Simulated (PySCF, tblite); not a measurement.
**SiH₃O radical, a cluster model of a defect (Si site with back bonds O, [H], [H]): EPR parameters**

Wanted: the EPR parameters for `O[SiH2]`. It is drawn as: dangling bond.

Computed with tblite 0.8.0 and PySCF 2.14.0; each step states its level. No surroundings beyond the atoms listed, unless a continuum is named. Atoms count from 0, parts from 1.

## Step 1: The system as given

5 atoms, charge 0, multiplicity 2; geometry: distance geometry start.

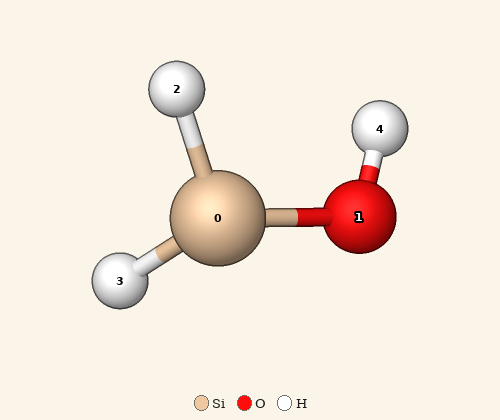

The starting geometry (silicon light orange, oxygen red, hydrogen white), atoms numbered.

## Step 2: Geometry optimisation with GFN2-xTB

What the job is given:

```
{"job": {"kind": "relax", "xc": "GFN2-xTB", "basis": "xTB"}, "charge": 0, "multiplicity": 2}
Si    -0.529860    -0.028647     0.410316
O      1.102960    -0.517236     0.273615
H     -0.739019     1.357319    -0.064983
H     -1.408140    -0.946010    -0.290105
H      1.609339     0.097322    -0.340810
```

Level: GFN2-xTB geometry optimisation, gas phase.

Started as:

```
> OMP_NUM_THREADS=1 python cluster_run.py task.json out
```

This one command runs all jobs of the session in turn.

Output:

```text
step      E/eV     max force
  0    -198.56816    2.424
  1    -198.67576    1.230
  2    -198.70519    0.436
  3    -198.71270    0.449
  4    -198.72279    0.236
  5    -198.72545    0.239
  6    -198.73117    0.139
  7    -198.73215    0.130
  8    -198.73387    0.153
  9    -198.73614    0.187
 10    -198.73919    0.231
 11    -198.74170    0.193
 12    -198.74344    0.125
 13    -198.74468    0.191
 14    -198.74730    0.291
 15    -198.75230    0.402
 16    -198.75853    0.356
 17    -198.76243    0.363
 18    -198.75786    0.558
 19    -198.76506    0.106
 20    -198.76541    0.115
 21    -198.76650    0.113
 22    -198.76672    0.025
 23    -198.76680    0.016
 24    -198.76680    0.007
```

Run time: 0.21 s. Hardware: 1 thread of Arm Neoverse V1, shared host.

Step by step: (the energy doesn't fall at every step)

| step | energy from step 0 (eV) | largest force (eV/Å) |
| --- | --- | --- |
| 0 | 0.0000 | 2.4242 |
| 1 | -0.1076 | 1.2305 |
| 2 | -0.1370 | 0.4366 |
| 3 | -0.1445 | 0.4487 |
| 4 | -0.1546 | 0.2366 |
| 5 | -0.1573 | 0.2392 |
| 6 | -0.1630 | 0.1382 |
| 7 | -0.1640 | 0.1295 |
| 8 | -0.1657 | 0.1529 |
| 9 | -0.1680 | 0.1865 |
| 10 | -0.1710 | 0.2313 |
| 11 | -0.1735 | 0.1934 |
| 12 | -0.1753 | 0.1244 |
| 13 | -0.1765 | 0.1905 |
| 14 | -0.1791 | 0.2917 |
| 15 | -0.1841 | 0.4021 |
| 16 | -0.1904 | 0.3558 |
| 17 | -0.1943 | 0.3628 |
| 18 | -0.1897 | 0.5580 |
| 19 | -0.1969 | 0.1059 |
| 20 | -0.1972 | 0.1141 |
| 21 | -0.1983 | 0.1125 |
| 22 | -0.1986 | 0.0254 |
| 23 | -0.1986 | 0.0159 |
| 24 | -0.1986 | 0.0068 |

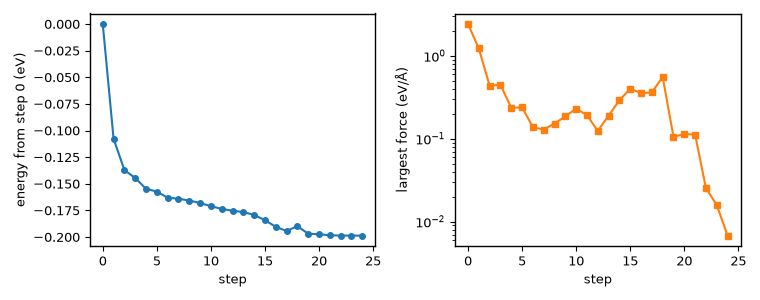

Energy and largest force along the relaxation.

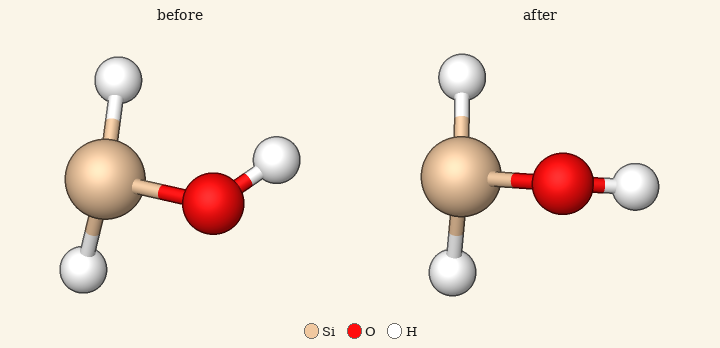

The geometry before (left) and after (right).

Distances of close pairs at the start and the end, largest changes first:

```
  bond  before (Å)  after (Å)  change (Å)
Si0–O1       1.710      1.625      -0.085
 O1–H4       1.006      0.958      -0.048
Si0–H2       1.480      1.457      -0.024
Si0–H3       1.450      1.456      +0.006
```

## Step 3: Geometry optimisation at PBE0-D3(BJ)/def2-SVP

What the job is given:

```
{"job": {"xc": "PBE0", "basis": "def2-SVP", "d3": "d3bj", "grid": 2, "kind": "geom", "shake": 0.01}, "charge": 0, "multiplicity": 2}
Si    -0.515289    -0.001912     0.408671
O      1.058750    -0.261606     0.361725
H     -0.863821     1.399964     0.040808
H     -1.233764    -0.962051    -0.380388
H      1.579073    -0.211221    -0.451521
```

Output:

```text
step   0  E = -366.13025585  max force = 0.051040
step   1  E = -366.13492876  max force = 0.006798
step   2  E = -366.13500887  max force = 0.001340
step   3  E = -366.13502033  max force = 0.001275
step   4  E = -366.13502562  max force = 0.000513
step   5  E = -366.13502790  max force = 0.000126
optimisation converged
```

Run time: 6.9 s. Hardware: 1 thread of Arm Neoverse V1, shared host; peak memory 0.29 GiB.

Step by step:

| step | energy from step 0 (eV) | largest force component (eV/Å) |
| --- | --- | --- |
| 0 | 0.0000 | 2.6246 |
| 1 | -0.1272 | 0.3496 |
| 2 | -0.1293 | 0.0689 |
| 3 | -0.1296 | 0.0656 |
| 4 | -0.1298 | 0.0264 |
| 5 | -0.1299 | 0.0065 |

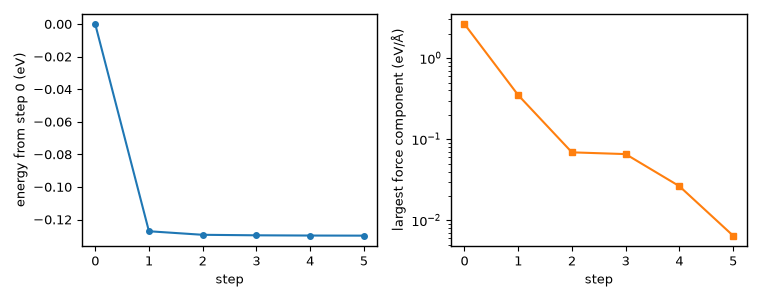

Energy and largest force along the relaxation.

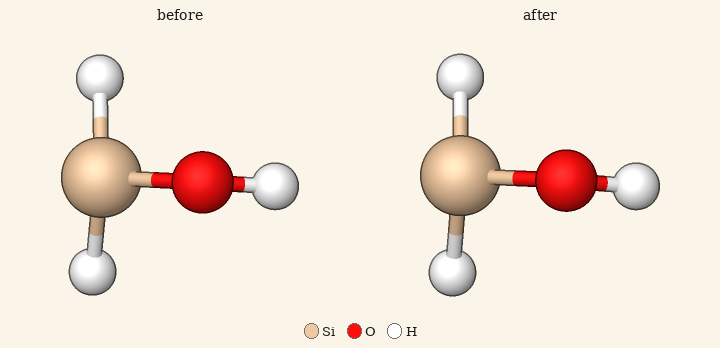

The geometry before (left) and after (right).

Distances of close pairs at the start and the end, largest changes first:

| bond | before (Å) | after (Å) | change (Å) |
| --- | --- | --- | --- |
| Si0–O1 | 1.596 | 1.666 | +0.070 |
| Si0–H3 | 1.436 | 1.503 | +0.067 |
| Si0–H2 | 1.491 | 1.502 | +0.012 |
| O1–H4 | 0.967 | 0.962 | -0.004 |

The next job starts from the end point, and lists it.

```
                         at the end point                  value
  point group (found at 0.08 Å tolerance)                     Cs
rotational constants (GHz, main isotopes)  111.8, 14.513, 13.903
                        dipole moment (D)                   1.35
                                     ⟨S²⟩                  0.751
```

## Step 4: EPR parameters: B3LYP/IGLO-III+pcH-1

What the job is given:

```
{"job": {"kind": "epr"}, "charge": 0, "multiplicity": 2}
Si    -0.507977    -0.001188     0.467055
O      1.135236    -0.269075     0.416417
H     -0.867349     1.398833     0.057070
H     -1.265311    -0.975902    -0.389838
H      1.585711    -0.225426    -0.432862
```

Level: UKS B3LYP, IGLO-III on O Si, pcH-1 on H, non-relativistic, mean-field spin-orbit, GIAO.

Output:

```text
UKS, coarse grid
  cycle   1  E = -366.45945002  |g| = 5.60e-01
  cycle   2  E = -366.13289110  |g| = 1.07e+00
  cycle   3  E = -366.56613167  |g| = 5.56e-02
  cycle   4  E = -366.56760937  |g| = 1.22e-02
  cycle   5  E = -366.56766464  |g| = 1.63e-03
  cycle   6  E = -366.56766729  |g| = 5.07e-04
UKS, final grid
  cycle   1  E = -366.56765689  |g| = 3.91e-04
  cycle   2  E = -366.56765686  |g| = 5.38e-04
  cycle   3  E = -366.56765696  |g| = 1.04e-04
  cycle   4  E = -366.56765696  |g| = 1.96e-05
internal stability: stable
E = -366.56765696 Eh   <S^2> = 0.7512 (exact 0.7500)
g shifts (ppm)      1          2          3
  rmc          -138       -138       -138
  gc             43         10         46
  oz_so        -931        -97       1634
  total       -1026       -225       1542
hyperfine (MHz)  atom isotope    a_iso     a_fc   dipolar eigenvalues
    0  29Si    -688.04    -689.35   -160.04     79.94     80.10
    1   17O     -75.11     -75.05     -7.93      3.65      4.28
    2    1H      92.93      92.92     -8.63      0.39      8.23
    3    1H      88.49      88.48     -8.63      0.33      8.30
    4    1H      60.56      60.56     -4.10     -2.77      6.87
```

It took 11 s on 1 thread of Arm Neoverse V1, shared host; peak memory 0.31 GiB.

Principal g values 2.00129, 2.00209, 2.00386; g(iso) = 2.00242, against 2.00232 for a free electron.

Hyperfine couplings; where a row names several nuclei, a(iso) is their mean (it holds for fast rotation or exchange) and the dipolar term the largest among them:

```csv
nuclei,isotope,a(iso) (MHz),"a(iso) (G, at g = 2.0023)",largest dipolar term (MHz)
Si0,29Si,-688.0,-245.5,-160.0
"H2, H3",1H,90.7,32.4,-8.6
O1,17O,-75.1,-26.8,-7.9
H4,1H,60.6,21.6,6.9
```

Mulliken spin populations:

```csv
atom,value (e)
Si0,0.91
O1,-0.01
H2,0.04
H3,0.04
H4,0.02
```

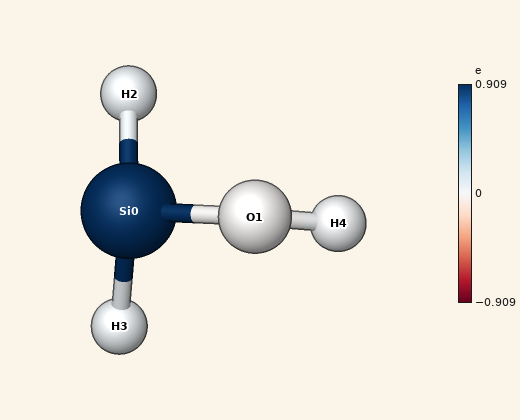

Mulliken spin populations, as colours on the atoms.

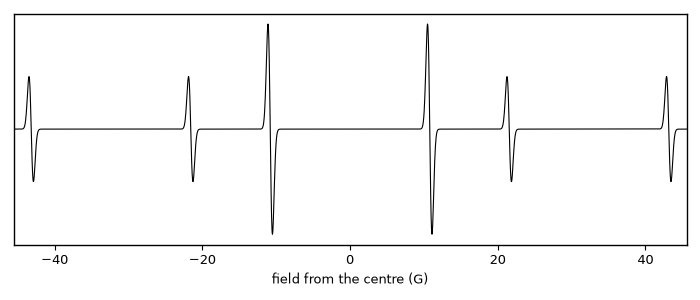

First-order isotropic spectrum (first derivative, main isotopes with spin only, couplings over 0.8 MHz, Gaussian width 0.3 G; couplings of the frozen geometry, rotation of groups not averaged beyond the rows shown).

## Step 5: EPR parameters: BHandHLYP/IGLO-III+pcH-1

Settings changed since step 4:

```diff
@@ -1,2 +1,2 @@
-{"job": {"kind": "epr"}, "charge": 0, "multiplicity": 2}
+{"job": {"kind": "epr", "xc": "BHandHLYP"}, "charge": 0, "multiplicity": 2}
 Si    -0.507977    -0.001188     0.467055
```

With the program's defaults for keys left out, this is: UKS BHandHLYP, IGLO-III on O Si, pcH-1 on H, non-relativistic, mean-field spin-orbit, GIAO.

Output:

```text
UKS, coarse grid
  cycle   1  E = -366.42318406  |g| = 4.65e-01
  cycle   2  E = -366.37937385  |g| = 5.95e-01
  cycle   3  E = -366.50295151  |g| = 2.97e-02
  cycle   4  E = -366.50346616  |g| = 7.75e-03
  cycle   5  E = -366.50351292  |g| = 1.69e-03
  cycle   6  E = -366.50351790  |g| = 5.44e-04
UKS, final grid
  cycle   1  E = -366.50351110  |g| = 2.52e-04
  cycle   2  E = -366.50351120  |g| = 1.52e-04
  cycle   3  E = -366.50351123  |g| = 9.91e-05
  cycle   4  E = -366.50351124  |g| = 3.50e-05
  cycle   5  E = -366.50351124  |g| = 5.06e-06
internal stability: stable
E = -366.50351124 Eh   <S^2> = 0.7516 (exact 0.7500)
g shifts (ppm)      1          2          3
  rmc          -138       -138       -138
  gc             45         11         45
  oz_so        -990        -74       1459
  total       -1084       -201       1366
hyperfine (MHz)  atom isotope    a_iso     a_fc   dipolar eigenvalues
    0  29Si    -715.93    -717.22   -161.20     80.04     81.16
    1   17O     -71.89     -71.84     -7.42      3.40      4.03
    2    1H      94.04      94.03     -8.39      0.41      7.98
    3    1H      89.95      89.95     -8.40      0.34      8.05
    4    1H      57.85      57.84     -4.03     -2.69      6.72
```

Run time: 8.8 s. Hardware: 1 thread of Arm Neoverse V1, shared host; peak memory 0.31 GiB.

In short: g(iso) 2.00235.

## Step 6: Run by run: EPR parameters

g, ⟨S²⟩ and isotropic hyperfine couplings (MHz), with basis size and wall time:

```csv
run,g(iso),⟨S²⟩,29Si Si0,1H H2 (mean),17O O1,1H H4,functions,time
B3LYP/IGLO-III+pcH-1,2.00242,0.751,-688.0,90.7,-75.1,60.6,109,11 s
BHandHLYP/IGLO-III+pcH-1,2.00235,0.752,-715.9,92.0,-71.9,57.8,109,8.8 s
```

## Step 7: Results

| quantity | value |
| --- | --- |
| point group | Cs |
| rotational constants (main isotopes) | 111.83, 14.51, 13.90 GHz |
| g(iso) (B3LYP) | 2.00242 |
| ⟨S²⟩ | 0.751 (exact 0.75) |
| largest a(iso) (averaged by class) | 29Si on Si0, -688.0 MHz |

**Reading.** Relaxing lowered the energy by 0.130 eV in 5 steps; the close pair that moved most is Si0–O1, from 1.596 to 1.666 Å (PBE0/def2-SVP). Most of the unpaired spin sits on Si0 (0.91 e). The isotropic g lies 0.1 ppt above the free-electron value. The coupling of 29Si on Si0 runs from -715.9 (BHandHLYP/IGLO-III+pcH-1) to -688.0 MHz (B3LYP/IGLO-III+pcH-1).
